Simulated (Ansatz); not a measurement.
## Profile along the Ca–Ca line in Ca (fcc, Cu type)

Ca (fcc, Cu type), conventional cell a = 5.526 Å, b = 5.526 Å, c = 5.526 Å, α = 90.00°, β = 90.00°, γ = 90.00°. The calculation uses the primitive cell of 1 atom, to which meshes and values per cell refer.

Fields along a shortest Ca–Ca line of a {100} plane (3.91 Å), from Ca to Ca, interpolated on the slice's grid (step about 0.2 Å). Computed with PBE (plane waves to 420 eV, PAW, scalar-relativistic; Ansatz, a quantum-chemistry and plane-wave program). k mesh 15×15×15. Near the nuclei the fields are pseudised (PAW); where an atom keeps semicore shells as valence, they peak there. Ca was relaxed with its symmetry unable to fall. The PAW data are Ansatz's earlier set.

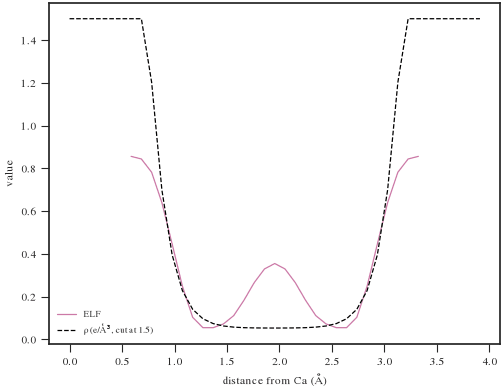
ELF (away from the nuclei) and valence density from Ca to Ca.

Density on the Ca–Ca line (3.91 Å) at its midpoint: 0.05 e/Å³. ELF at that point: 0.35.
